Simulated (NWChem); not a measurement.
**CH4OSi (SMILES CO[SiH]) at CAM-B3LYP/6-31G(d) (spherical functions)**

Aim: a geometry optimisation of CH4OSi. 

The results are computed with NWChem 7.3.0.

2 further runs of the same task are left out: 2 set aside as unsound or not needed.

### Step 1. The molecule

CH4OSi has 7 atoms, charge 0, and is taken as a singlet. SMILES: `CO[SiH]`. The coordinates come from a PBE0-D4/def2-TZVP relaxation. This is one conformer, not always the lowest. The run starts from this shape.

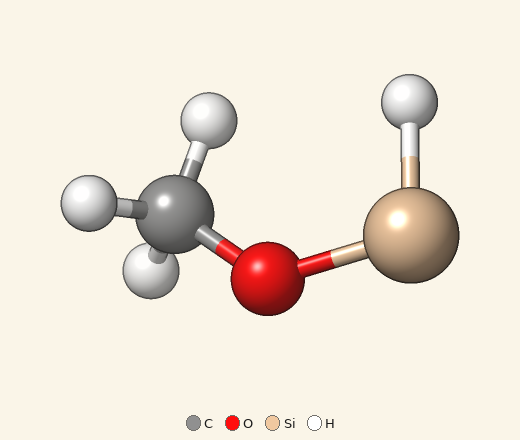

The structure, seen from a chosen angle (carbon grey, oxygen red, silicon light orange, hydrogen white).

### Step 2. A geometry optimisation at CAM-B3LYP/6-31G(d) (spherical functions)

m1.xyz

```xyz
7
CH4OSi optimise
C     -0.512400     0.485500    -0.338500
O     -0.443200    -0.446500     0.717600
Si     0.796900    -1.387300     1.229900
H     -1.296400     0.180800    -1.035500
H      0.443800     0.547500    -0.868700
H     -0.769300     1.467500     0.065400
H      1.841700    -0.915600     0.184100
```

m1.nw

```
start m1
title "CH4OSi optimise"
memory 2200 mb

geometry units angstroms
   load format xyz m1.xyz
end

basis "ao basis" spherical bse
   * library 6-31G*
end

dft
   xc xcamb88 1.00 lyp 0.81 vwn_5 0.19 hfexch 1.00
   cam 0.33 cam_alpha 0.19 cam_beta 0.46
   grid fine
   convergence energy 1e-08
   direct
   iterations 100
   mulliken
   print low
end

driver
   tight
   maxiter 40
end

task dft optimize
```

Command:

```sh
nwchem m1.nw > m1.out
```

The log of the run:

```text
[...]
 d= 0,ls=0.0,diis     1   -405.0822899032 -5.06D+02  1.40D-02  4.13D-01     1.4
[...]
         Total DFT energy =     -405.131496138928
[...]
@    0    -405.13149614  0.0D+00  0.00652  0.00175  0.00000  0.00000     15.1
[...]
         Total DFT energy =     -405.131567115083
[...]
@    1    -405.13157031 -7.4D-05  0.00123  0.00048  0.00715  0.01751     32.5
[...]
@    5    -405.13158224 -7.0D-09  0.00001  0.00000  0.00006  0.00013     75.5
[...]
         Total DFT energy =     -405.131582240570
[...]
         Total DFT energy =   -405.131582240570
[...]
@    6    -405.13158224 -1.6D-09  0.00000  0.00000  0.00003  0.00007     82.6
[...]
 d= 0,ls=0.0,diis     2   -405.1315822416 -3.72D-10  3.71D-07  6.34D-10    85.0
         Total DFT energy =     -405.131582241621
      One electron energy =     -758.312531407266
           Coulomb energy =      288.848922797629
    Exchange-Corr. energy =      -36.365371769061
 Nuclear repulsion energy =      100.697398137076
[...]
      Total Density - Mulliken Population Analysis
     ---------------------------------------------
    Atom       Charge   Shell Charges
 -----------   ------   -------------------------------------------------------
    1 C    6     6.19   2.00  0.67  2.07  0.56  0.83  0.06
    2 O    8     8.52   2.00  0.89  2.93  0.92  1.76  0.02
    3 Si  14    13.58   2.00  2.00  5.96  1.18  1.33  0.59  0.37  0.15
    4 H    1     0.84   0.53  0.31
    5 H    1     0.85   0.52  0.33
    6 H    1     0.84   0.53  0.31
    7 H    1     1.17   0.50  0.67
[...]
         Total DFT energy =   -405.131582241621
[...]
                         DFT ENERGY GRADIENTS
    atom               coordinates                        gradient
                 x          y          z           x          y          z
   1 C       0.371465   2.950816   0.000207    0.000001  -0.000001   0.000005
   2 O      -0.986415   0.648807   0.000414   -0.000002  -0.000001  -0.000012
   3 Si      0.046829  -2.292286   0.000473   -0.000001   0.000001   0.000007
   4 H      -0.150489   4.043536  -1.675124   -0.000002   0.000002   0.000001
   5 H       2.415617   2.613948  -0.005123   -0.000000   0.000000  -0.000003
   6 H      -0.142288   4.039199   1.680910    0.000003  -0.000000   0.000001
   7 H       2.904197  -1.668460  -0.001598    0.000002   0.000000  -0.000000
[...]
@    7    -405.13158224 -1.1D-09  0.00000  0.00000  0.00002  0.00005     89.4
[...]
      Optimization converged
[...]
@    7    -405.13158224 -1.1D-09  0.00000  0.00000  0.00002  0.00005     89.4
[...]
```

Run time: 91 s. Hardware: 1 thread of AMD EPYC 7R13 (Zen 3), shared host; peak memory 0.12 GiB.

Steps, from the record of the run:

```
step  energy from the first frame kept (eV)
   0                                 0.0000
   1                                -0.0020
   2                                -0.0023
   3                                -0.0023
   4                                -0.0023
   5                                -0.0023
   6                                -0.0023
   7                                -0.0023
```

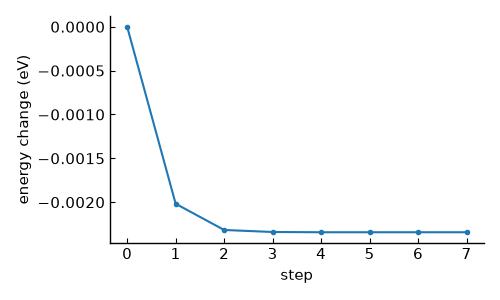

Energy along the run.

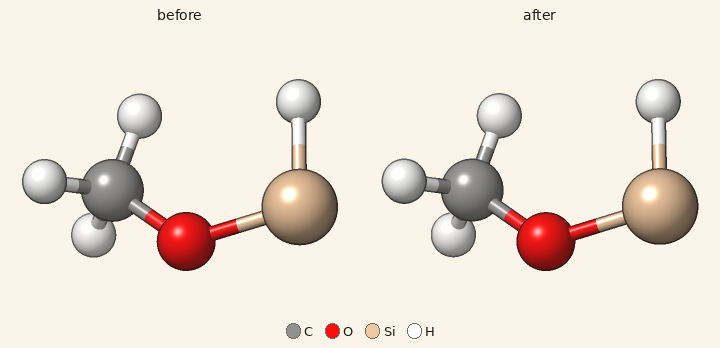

Before and after, at one scale.

After the run. Bond lengths: C1–O2 1.414 Å, O2–Si3 1.650 Å, C1–H4 1.094 Å, C1–H5 1.096 Å, C1–H6 1.094 Å, Si3–H7 1.548 Å. Angles: C1–O2–Si3 130.1°, O2–C1–H4 109.1°, O2–C1–H5 111.2°, O2–C1–H6 109.1°, O2–Si3–H7 97.0°, H4–C1–H5 109.5°, H4–C1–H6 108.5°, H5–C1–H6 109.4°.

### Step 3. Results

At CAM-B3LYP/6-31G* (spherical functions):

| quantity | value |
| --- | --- |
| total energy at the end | -405.13158 Eh |

At the final geometry: Bond lengths: C1–O2 1.414 Å, O2–Si3 1.650 Å, C1–H4 1.094 Å, C1–H5 1.096 Å, C1–H6 1.094 Å, Si3–H7 1.548 Å. Angles: C1–O2–Si3 130.1°, O2–C1–H4 109.1°, O2–C1–H5 111.2°, O2–C1–H6 109.1°, O2–Si3–H7 97.0°, H4–C1–H5 109.5°, H4–C1–H6 108.5°, H5–C1–H6 109.4°. The optimisation took 8 steps and changed the energy by -0.002 eV.
